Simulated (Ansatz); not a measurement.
The figure comes from a scan of Ti (hcp, Mg type): one Ti atom of a 2-atom cell moves by s along Cartesian [110], with its periodic images. Computed with r2SCAN (plane waves to 500 eV, PAW, scalar-relativistic; Ansatz, a program for electronic structure). k mesh 15×15×8 (Γ-centred), Fermi-Dirac smearing 0.05 eV. With partly filled bands, energies and forces of such displacements shift with the k mesh and the smearing. F∥ is the force on the atom along that direction. Ti is run without spin polarisation. Ti was relaxed with its symmetry unable to fall. 

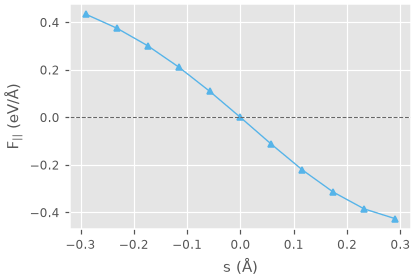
F∥ (eV/Å) against s (Å); markers are the computed points, lines only join them.

Problem. Read the plotted values off the figure, to the accuracy that the plot allows.

Solution. To the nearest 0.02:

| s (Å) | F∥ (eV/Å) |
|---|---|
| -0.290 | 0.44 |
| -0.232 | 0.38 |
| -0.174 | 0.30 |
| -0.116 | 0.22 |
| -0.058 | 0.12 |
| 0.000 | 0.00 |
| 0.058 | -0.12 |
| 0.116 | -0.22 |
| 0.174 | -0.32 |
| 0.232 | -0.38 |
| 0.290 | -0.42 |

(A displaced cell: forces are minus the slopes of the energy, force constants its curvatures, and phonons follow from these.)
